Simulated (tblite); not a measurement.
**Molecular dynamics, with input and output: C8H12 (part 1 of 2)**

The run: molecular dynamics of C8H12. Method and program: GFN2-xTB Langevin dynamics, gas phase (tblite 0.8.0).

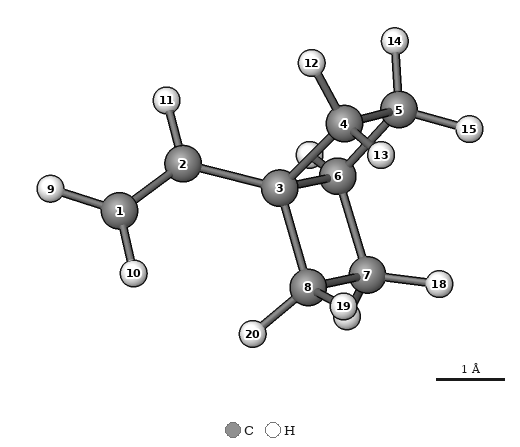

Fig. 1: The structure as given in the input (ball-and-stick view, seen at a tilt; atoms are numbered from 1 in the order of the input). Bond lengths as drawn: C–C 1.32 to 1.55 Å and C–H 1.08 to 1.09 Å.

### Results in brief

- outcome: finished
- mean temperature over the second half: 271 K
- trajectory: 41 frames kept, 1000 fs
- hardware: 1 CPU thread, shared host
- wall time: 41 s
- peak memory: 0.19 GiB

### Input file
```
{"job": {"kind": "md", "xc": "GFN2-xTB", "basis": "xTB", "temperature": 300, "steps": 2000, "every": 50}, "charge": 0, "multiplicity": 1}
C      2.637170    -0.435313    -0.732429
C      1.357693    -0.746400    -0.842799
C      0.258627    -0.171844    -0.032549
C     -0.466365    -1.167117     0.907146
C     -1.815606    -0.811647     0.262375
C     -1.118921     0.218957    -0.632838
C     -0.983269     1.613620    -0.006300
C      0.397036     1.240198     0.561146
H      3.389999    -0.903040    -1.343866
H      2.988028     0.295451    -0.023270
H      1.041154    -1.497190    -1.558009
H     -0.161505    -2.201701     0.760327
H     -0.377566    -0.922063     1.963536
H     -2.260946    -1.636301    -0.291257
H     -2.563595    -0.400216     0.938267
H     -1.330571     0.176899    -1.698564
H     -0.951813     2.421090    -0.735066
H     -1.741361     1.845949     0.739809
H      0.488778     1.278848     1.645154
H      1.207886     1.812497     0.116151
```

The first line tells a small driver script what to run in tblite; the rest is the geometry in Å.

Command:
```bash
OMP_NUM_THREADS=1 python <driver script> task.json out
```

### The program's output
```
t/fs     T/K      E/eV
    0.0   246.4   -631.06412
   25.0   164.5   -630.59659
   50.0   212.4   -630.56974
   75.0   213.8   -630.49990
  100.0   293.6   -630.54800
  125.0   225.4   -630.43627
  150.0   294.6   -630.44942
  175.0   262.4   -630.32404
  200.0   307.7   -630.43364
  225.0   236.1   -630.35351
  250.0   239.9   -630.31892
  275.0   333.2   -630.46921
  300.0   337.7   -630.35510
  325.0   262.9   -630.18647
  350.0   212.7   -630.19119
  375.0   240.0   -630.50099
  400.0   331.5   -630.73469
  425.0   271.1   -630.41930
  450.0   229.6   -630.42332
  475.0   233.3   -630.55905
  500.0   251.2   -630.66514
  525.0   236.4   -630.64335
  550.0   222.2   -630.41903
  575.0   317.5   -630.61464
  600.0   200.6   -630.36181
  625.0   318.8   -630.56868
  650.0   262.9   -630.38269
  675.0   246.1   -630.41755
  700.0   313.5   -630.50564
  725.0   315.9   -630.38881
  750.0   318.9   -630.36759
  775.0   269.0   -630.50548
  800.0   221.2   -630.62540
  825.0   258.5   -630.55840
  850.0   238.0   -630.55843
  875.0   263.8   -630.40372
  900.0   267.4   -630.40307
  925.0   283.4   -630.40469
  950.0   262.9   -630.30377
  975.0   225.4   -630.28190
 1000.0   397.4   -630.42590
```

### Trajectory as extended XYZ (Å, eV, eV/Å), 24 of the 41 frames kept, from step=0 to step=40
```
20
Properties=species:S:1:pos:R:3:forces:R:3 step=0 time_fs=0.0 energy=-631.06412 temperature=246.4
C     2.6372   -0.4353   -0.7324   -0.0030  -0.0008  -0.0079
C     1.3577   -0.7464   -0.8428    0.0015  -0.0030  -0.0035
C     0.2586   -0.1718   -0.0325    0.0023  -0.0038  -0.0010
C    -0.4664   -1.1671    0.9071   -0.0034   0.0015   0.0007
C    -1.8156   -0.8116    0.2624   -0.0017   0.0030   0.0010
C    -1.1189    0.2190   -0.6328    0.0034  -0.0012   0.0003
C    -0.9833    1.6136   -0.0063   -0.0005  -0.0003  -0.0008
C     0.3970    1.2402    0.5611    0.0016  -0.0021  -0.0018
H     3.3900   -0.9030   -1.3439    0.0014  -0.0018   0.0004
H     2.9880    0.2955   -0.0233    0.0002   0.0018   0.0037
H     1.0412   -1.4972   -1.5580    0.0024   0.0042   0.0044
H    -0.1615   -2.2017    0.7603   -0.0007   0.0033   0.0009
H    -0.3776   -0.9221    1.9635    0.0007  -0.0025   0.0014
H    -2.2609   -1.6363   -0.2913    0.0029   0.0020  -0.0002
H    -2.5636   -0.4002    0.9383   -0.0034   0.0015   0.0011
H    -1.3306    0.1769   -1.6986   -0.0018   0.0044   0.0014
H    -0.9518    2.4211   -0.7351   -0.0014  -0.0015  -0.0062
H    -1.7414    1.8459    0.7398   -0.0029  -0.0080   0.0031
H     0.4888    1.2788    1.6452   -0.0005   0.0007  -0.0012
H     1.2079    1.8125    0.1162    0.0029   0.0025   0.0040
20
Properties=species:S:1:pos:R:3:forces:R:3 step=2 time_fs=50.0 energy=-630.56974 temperature=212.4
C     2.6296   -0.4697   -0.4862   -1.3705   0.5156  -0.6564
C     1.3376   -0.6921   -0.7672   -0.0130   0.2990   1.1594
C     0.1729   -0.1251    0.0347    0.9112   1.2333  -1.3066
C    -0.5097   -1.0626    1.0049   -0.5067  -0.4002   0.4744
C    -1.8684   -0.7923    0.3116   -0.4950  -1.4946   0.8314
C    -1.2377    0.2297   -0.6067    1.5232  -0.8162   0.2458
C    -1.1118    1.6067    0.0066   -1.2654   2.0325  -0.9011
C     0.2852    1.3617    0.5298    1.0890  -1.1130  -0.4735
H     3.3936   -0.8503   -1.1378    0.1642  -0.1828   0.1984
H     2.9054    0.2936    0.2326    0.0476  -0.3695  -0.0440
H     1.0147   -1.4147   -1.5023    0.2070  -0.0266  -0.1556
H    -0.1878   -2.1150    0.8259   -0.1033   0.7579   0.7522
H    -0.4853   -0.7250    2.0553    0.3073  -0.5377  -0.3972
H    -2.0800   -1.7622   -0.1835   -0.6395   0.8230  -0.0697
H    -2.7245   -0.4893    0.9736    0.7647  -0.1837  -0.7475
H    -1.3533    0.0518   -1.6662   -0.3394   0.4563  -0.1971
H    -1.1705    2.4561   -0.7618    0.1179  -1.0241   0.9493
H    -1.9151    1.8098    0.7470    0.6108  -0.0764  -0.2415
H     0.5096    1.3908    1.5878   -0.2913   0.3889   0.2578
H     1.0949    1.9053   -0.0119   -0.7187  -0.2817   0.3215
20
Properties=species:S:1:pos:R:3:forces:R:3 step=3 time_fs=75.0 energy=-630.49990 temperature=213.8
C     2.5203   -0.4223   -0.4000    0.1218   0.1824  -0.1559
C     1.2662   -0.7101   -0.6627   -0.6151   0.9927   0.5215
C     0.1543   -0.0570    0.0666    0.3769   0.4341  -0.7873
C    -0.5273   -0.9442    1.0986   -0.9485   0.0419   0.6932
C    -1.8839   -0.8159    0.3058    1.7040  -0.4026   0.6880
C    -1.2070    0.2426   -0.5566   -0.1151  -0.3935  -1.1879
C    -1.1422    1.6779   -0.0074   -0.5961  -0.4313  -0.9971
C     0.2459    1.4104    0.5253   -0.4456  -1.8110   1.9699
H     3.2648   -0.9611   -0.9196    0.8673  -0.1967  -0.2981
H     2.8310    0.3714    0.2662   -0.1157  -0.3644   0.0642
H     0.9325   -1.3753   -1.4226    0.1521  -0.6933  -0.2974
H    -0.0668   -1.9380    1.2599   -0.5076   0.5540  -0.0586
H    -0.6573   -0.3770    2.0381    0.3642  -0.7215  -0.0638
H    -2.1454   -1.7647   -0.1328   -0.2055   0.0279  -0.5437
H    -2.6640   -0.4427    0.9107   -1.0277   0.2213   0.5537
H    -1.3247    0.1402   -1.6308   -0.2276   0.0798  -0.2061
H    -1.2289    2.4366   -0.7849    0.3750  -0.0046  -0.0913
H    -1.9593    1.8641    0.6447   -0.3843   0.2480   1.0870
H     0.3785    1.2925    1.6109   -0.1393   1.1393  -0.0618
H     1.0115    1.9671    0.1114    1.3668   1.0974  -0.8285
20
Properties=species:S:1:pos:R:3:forces:R:3 step=5 time_fs=125.0 energy=-630.43627 temperature=225.4
C     2.5805   -0.5249   -0.2486   -2.0519  -0.0343  -1.0751
C     1.2419   -0.6143   -0.4512    1.4814  -0.0081   0.7036
C     0.1052    0.0272    0.2608    0.3935  -0.4252  -0.1111
C    -0.6859   -0.8900    1.2342    1.4801  -0.2670   1.0761
C    -1.8934   -0.8370    0.3560   -2.1719   0.0496   0.0262
C    -1.2219    0.1978   -0.5222    0.4664  -0.2780  -0.7861
C    -1.2487    1.6578   -0.0775   -1.6020  -0.6917   0.8289
C     0.1114    1.5477    0.5559    1.7869   0.2298  -0.5786
H     3.2452   -0.8953   -1.0246   -0.0763  -0.2731   0.5772
H     3.0023    0.0313    0.5536    0.1386   0.4172   0.1797
H     0.8381   -1.3172   -1.1574    0.2980  -0.0593  -0.6071
H    -0.2597   -1.8697    1.4944    0.0398   0.0922  -0.6207
H    -0.7336   -0.3988    2.1998   -0.5855   0.2367   0.2090
H    -2.2385   -1.7450   -0.1913    0.6993   0.4106   0.4667
H    -2.7993   -0.4728    0.8905    0.3151  -0.0925  -0.3032
H    -1.2885    0.0276   -1.6008    0.0847   0.0391   0.1121
H    -1.3304    2.2980   -0.9259   -0.3168   0.8133  -0.1184
H    -2.0567    1.7421    0.6964    0.5248   0.6328  -0.8472
H     0.1659    1.9138    1.5890    0.2811  -0.2851  -0.3056
H     0.9401    2.0250   -0.0965   -1.1855  -0.5068   1.1735
20
Properties=species:S:1:pos:R:3:forces:R:3 step=7 time_fs=175.0 energy=-630.32404 temperature=262.4
C     2.5134   -0.3165    0.1171    1.2890   1.6059   2.9063
C     1.3610   -0.7469   -0.2563   -2.6285   0.5481  -1.7695
C     0.1045   -0.0933    0.2188   -0.9113  -0.3390   1.3455
C    -0.7685   -0.8879    1.3040    2.3562   0.0637   0.5555
C    -1.9466   -0.8564    0.3812    0.2722   1.6692  -0.6378
C    -1.1918    0.0838   -0.6270   -0.8515  -0.5903   1.4009
C    -1.2819    1.5609   -0.1693    1.5532  -0.4742  -1.6841
C     0.0783    1.3946    0.6155   -2.5215  -0.5412  -0.2344
H     3.4500   -0.6849   -0.1710    0.8875  -0.3431  -0.5242
H     2.5290    0.3731    1.0192    0.2254  -0.8119  -1.1345
H     1.2138   -1.2749   -1.1965    0.1433  -0.5300   0.3883
H    -0.2649   -1.8638    1.5002   -0.7919   0.3679  -0.1242
H    -0.8496   -0.3740    2.2990   -0.0592  -0.3182  -1.0196
H    -2.1169   -1.7747   -0.0634   -0.4195  -1.9139  -0.8140
H    -2.8774   -0.4769    0.7600   -0.3491   0.2813   0.2949
H    -1.3591   -0.1663   -1.6786    0.3712   0.2073   0.2051
H    -1.1319    2.1860   -1.0763   -0.3161   0.0467   0.7256
H    -2.1911    1.8127    0.3468    0.0086   0.1989   0.2803
H    -0.0973    1.6380    1.6495    0.4582  -0.1566   0.4658
H     0.8504    1.9513    0.2011    1.2839   1.0293  -0.6260
20
Properties=species:S:1:pos:R:3:forces:R:3 step=9 time_fs=225.0 energy=-630.35351 temperature=236.1
C     2.5097   -0.3062    0.5541   -0.6521  -1.0317  -0.7070
C     1.3297   -0.7229    0.0446    2.0874   1.0302  -0.3933
C     0.0472   -0.0480    0.2993   -1.4186  -0.6502   0.0110
C    -0.7499   -0.9485    1.2805   -1.0037   0.7643  -0.6766
C    -2.0150   -0.9063    0.3565    0.8854  -0.8984  -0.8801
C    -1.2946    0.0724   -0.5718    1.4603  -1.4567  -0.4731
C    -1.4188    1.5050   -0.2063   -0.1768   1.4531   1.5897
C    -0.0613    1.4395    0.5388    0.0016   1.5290   0.2832
H     3.4562   -0.8016    0.2576   -0.8439   0.3608   0.4674
H     2.5580    0.4506    1.3132    0.0919   0.2284  -0.1422
H     1.3755   -1.5605   -0.6424   -0.3594   0.0937  -0.0526
H    -0.2737   -1.9081    1.2775   -0.1356  -0.5502   0.5248
H    -0.8426   -0.5018    2.2496   -0.1361  -0.0978   0.5806
H    -2.0366   -1.9137   -0.1994   -0.7861   1.3689   1.0299
H    -2.9794   -0.4727    0.6742    0.4854  -0.9004   0.2255
H    -1.3070   -0.1818   -1.6194   -0.0231  -0.0053  -0.4298
H    -1.3789    2.2959   -0.9458   -0.3704  -0.2825  -0.4782
H    -2.3038    1.6987    0.4764    0.9257  -0.0868  -0.6957
H    -0.1457    1.8655    1.5535    0.4440  -0.5374  -0.1302
H     0.7364    1.9946   -0.0037   -0.4759  -0.3311   0.3467
20
Properties=species:S:1:pos:R:3:forces:R:3 step=10 time_fs=250.0 energy=-630.31892 temperature=239.9
C     2.4378   -0.3510    0.6554   -1.0980   1.1715   0.7926
C     1.3344   -0.5793   -0.0302    0.7920  -2.3557  -0.1257
C     0.0344   -0.0589    0.3632   -0.9488   0.5911   0.1580
C    -0.8446   -0.9103    1.3858    0.4953   0.4503  -1.5235
C    -2.0147   -0.9120    0.3767    0.0770  -0.6948  -0.9834
C    -1.2028   -0.0036   -0.5810    0.7163  -0.4188   0.6234
C    -1.3875    1.4620   -0.2230   -0.1929   1.8462   0.8473
C    -0.0634    1.4694    0.6491   -1.6410  -0.0593  -0.2811
H     3.2807   -0.9297    0.5919    1.8169  -1.0114  -0.6269
H     2.4940    0.3902    1.4290   -0.1714   0.3514   0.1250
H     1.4408   -1.4844   -0.7069   -0.7587   1.2406   0.4025
H    -0.4223   -1.8959    1.5611   -0.0806   0.1043   0.2050
H    -1.0271   -0.3552    2.2713   -0.0891   0.1478   0.8603
H    -2.2095   -1.9819    0.0151    0.0161   1.6109   0.2527
H    -2.9461   -0.3677    0.6000    0.2631  -0.7895   0.4623
H    -1.0295   -0.3020   -1.5985   -0.4036   0.0438  -0.4863
H    -1.3029    2.2836   -0.9838   -0.3378  -1.1388   0.2090
H    -2.3411    1.6641    0.3716    1.1649  -0.2238  -0.7088
H    -0.2186    1.7693    1.6986    0.1911  -0.2484  -0.3735
H     0.6563    2.1527    0.1884    0.1891  -0.6174   0.1711
20
Properties=species:S:1:pos:R:3:forces:R:3 step=12 time_fs=300.0 energy=-630.35510 temperature=337.7
C     2.4866   -0.5401    0.8196    0.5244   0.6512   1.4004
C     1.3784   -0.5310    0.0775    1.2034  -1.2827   0.3915
C     0.0391   -0.0667    0.5210   -0.7854   0.0379  -0.9771
C    -0.8339   -0.9155    1.4356   -0.2155  -0.0973   0.5631
C    -2.0472   -0.8444    0.4874    0.5368   1.4047   0.3284
C    -1.1788   -0.0020   -0.4784    0.6581   0.2943  -0.2212
C    -1.1701    1.5213   -0.3424    0.0214  -0.0641   0.9326
C    -0.0604    1.4462    0.7319    0.1035   0.0370  -0.5088
H     3.4726   -1.0710    0.6103   -1.6253   1.0122  -0.0712
H     2.4778    0.0515    1.7948    0.1116  -1.0448  -1.2045
H     1.4873   -1.0576   -0.8677   -0.5670   0.0488  -0.0539
H    -0.5023   -1.9308    1.4027    0.4794  -0.6100   0.7497
H    -0.9375   -0.4864    2.4523   -0.0507  -0.5702  -0.5202
H    -2.3082   -1.7700    0.0461   -0.1783  -0.9861  -0.2910
H    -2.9544   -0.4281    0.9373    0.2449   0.3720  -0.3523
H    -1.0532   -0.3449   -1.5150   -0.2815  -0.1324   0.3628
H    -0.9693    2.0455   -1.2580    0.6181   0.1362  -0.3486
H    -2.0331    1.9863    0.0531   -1.3197   0.1704   0.4182
H    -0.2103    1.8642    1.7372   -0.3409  -0.3539  -0.4045
H     0.8603    1.8097    0.3500    0.8626   0.9768  -0.1936
20
Properties=species:S:1:pos:R:3:forces:R:3 step=14 time_fs=350.0 energy=-630.19119 temperature=212.7
C     2.4868   -0.8511    0.9176   -1.6835   2.0748   1.6840
C     1.4087   -0.6543    0.1634    1.3021  -0.9674   0.3959
C     0.1088   -0.0908    0.5543   -0.3442  -1.0478   1.0708
C    -0.7769   -0.9225    1.5810    0.3948  -1.2884  -0.7077
C    -1.9947   -0.6694    0.6539    0.3358  -0.3237  -0.1440
C    -1.0611   -0.1020   -0.4257   -1.3343   2.3045   1.0374
C    -1.1043    1.4334   -0.3357   -0.2920   0.8802   0.4024
C    -0.1379    1.4272    0.8479    2.2047  -0.7054  -0.7999
H     3.3856   -1.2460    0.6397    1.6597  -1.1932  -1.1515
H     2.5920   -0.4012    1.9070   -0.4272  -0.0699  -0.0564
H     1.5300   -1.1882   -0.7666   -0.7387   0.2962  -0.5682
H    -0.5713   -2.0141    1.6345    0.3122   0.4141  -0.6666
H    -0.7361   -0.7011    2.6469   -0.4173   0.9505  -0.2317
H    -2.4992   -1.5039    0.1797   -0.1441  -0.6116   0.7948
H    -2.7394   -0.0049    1.0809    0.0352   0.2126  -0.1826
H    -1.1438   -0.4938   -1.4122    0.2921  -0.5350  -0.4674
H    -0.6144    1.8725   -1.1884    0.1097   0.2805  -0.3775
H    -2.0307    2.0018   -0.1369    0.0632  -0.6431  -0.2906
H    -0.4228    1.5495    1.8743   -0.6852   0.3491   0.1321
H     0.7772    2.0498    0.6805   -0.6429  -0.3768   0.1266
20
Properties=species:S:1:pos:R:3:forces:R:3 step=16 time_fs=400.0 energy=-630.73469 temperature=331.5
C     2.3311   -1.1000    0.9559    2.0028  -1.2284  -0.0430
C     1.3829   -0.7765    0.1308   -0.1522  -0.3213  -1.3098
C     0.1162   -0.2146    0.5931   -0.9153   0.1751  -1.2660
C    -0.7447   -0.9789    1.5809   -0.7658   0.8587   1.3825
C    -2.0149   -0.7098    0.7621    0.7277  -0.1304  -0.7977
C    -1.1478   -0.0341   -0.3382    0.5839  -0.3763   0.9158
C    -1.0810    1.4657   -0.1345    0.4718   0.4484  -0.7693
C     0.1495    1.3113    0.7755   -0.6529   0.3553   1.7224
H     3.2783   -1.5585    0.6099   -0.6693   0.4754   0.2793
H     2.2052   -1.0476    1.9985   -0.0185   0.1880   0.9700
H     1.5684   -0.9328   -0.9355   -0.3707   0.2826   0.1882
H    -0.6047   -2.0292    1.6631    0.6675  -0.8004  -0.0961
H    -0.7496   -0.5780    2.6147    0.0214  -0.0377  -0.4392
H    -2.4466   -1.6357    0.4183   -0.4000  -0.2158  -0.0789
H    -2.7684   -0.0787    1.2077   -0.1107   0.1411   0.0573
H    -1.1416   -0.4101   -1.3521   -0.2878  -0.1587  -0.0576
H    -0.8889    2.0197   -1.0667    0.0129  -0.0652   0.3482
H    -1.9996    1.8231    0.3015   -0.0448   0.4947   0.3118
H    -0.0116    1.6130    1.8472   -0.0596  -0.1820  -0.8185
H     1.0899    1.7713    0.5009   -0.0404   0.0967  -0.4995
20
Properties=species:S:1:pos:R:3:forces:R:3 step=17 time_fs=425.0 energy=-630.41930 temperature=271.1
C     2.3168   -1.2710    0.9942   -1.5256   1.1774  -0.2163
C     1.4009   -0.8953    0.0799   -0.1990   0.3351   3.3907
C     0.1109   -0.2522    0.5269   -0.0272   1.4023  -0.1467
C    -0.7439   -0.8946    1.6590   -0.0954  -0.3223  -1.0274
C    -1.9966   -0.7031    0.8002   -0.8332   0.0902  -0.5304
C    -1.2083   -0.0089   -0.3189    1.4012  -0.0506   0.1269
C    -1.1048    1.5239   -0.0569   -0.4561  -0.6764  -1.2890
C     0.1472    1.3524    0.7401    1.6366  -1.0782  -0.1295
H     3.2597   -1.6055    0.6258    0.3455  -0.2827   0.4658
H     2.0900   -1.0426    2.0478    0.5578  -0.6448  -0.6361
H     1.7141   -0.9642   -0.8916   -0.1020  -0.0952  -2.3624
H    -0.5930   -1.9703    1.8251    0.3986   0.4660   0.1046
H    -0.7614   -0.3440    2.5726    0.1997   0.1761   0.6459
H    -2.4474   -1.6684    0.5516    0.0377   0.2023  -0.2766
H    -2.8064   -0.0510    1.1594    0.2931  -0.2559   0.2695
H    -1.2202   -0.3576   -1.3608   -0.4206   0.1005   0.4115
H    -0.8248    2.1375   -0.9194   -0.6935  -0.2496  -0.2025
H    -2.0169    1.8891    0.3885    0.0139   0.3817   0.3378
H     0.1679    1.6724    1.7617   -0.1385   0.0280   0.6100
H     0.9963    1.8699    0.2257   -0.3929  -0.7039   0.4540
20
Properties=species:S:1:pos:R:3:forces:R:3 step=19 time_fs=475.0 energy=-630.55905 temperature=233.3
C     2.2577   -1.2927    0.8572    1.7620  -1.3729   0.9752
C     1.3342   -0.9037    0.0695   -2.9403   0.7024  -3.1028
C     0.1464   -0.1501    0.5881    1.1751   0.8325   0.1915
C    -0.6494   -0.6973    1.7845    0.2158   0.3740   0.3167
C    -1.8988   -0.7269    0.9016   -1.5992  -0.9963   0.6781
C    -1.1342   -0.0134   -0.1838   -0.5490   0.5321  -1.0628
C    -1.0407    1.5451   -0.1248   -0.3448  -1.1746  -0.2122
C     0.3424    1.4021    0.5541   -0.7207  -0.2951   0.8453
H     3.1047   -1.8825    0.5784    0.3076   0.0137  -0.0697
H     2.0510   -1.1389    1.8734    0.4394   0.1917   1.3167
H     1.2834   -1.0899   -1.0472    0.3701   0.2968   1.2758
H    -0.2619   -1.6684    2.0637   -0.1956  -0.1398   0.4309
H    -0.7302   -0.0071    2.6453    0.1943  -0.4752  -0.3562
H    -2.2079   -1.7745    0.6371    0.4735   0.7824  -0.0229
H    -2.8472   -0.2931    1.3167    0.9275   0.1200  -0.3356
H    -1.1939   -0.4414   -1.1683   -0.2392  -0.0935  -0.5499
H    -1.0070    1.9792   -1.1282   -0.0571   0.1363   0.3291
H    -1.8957    1.9209    0.4428    0.4969   0.3803   0.0283
H     0.4429    1.8719    1.5581    0.1141  -0.1754  -0.8072
H     1.1508    1.6413   -0.1215    0.1695   0.3607   0.1316
```
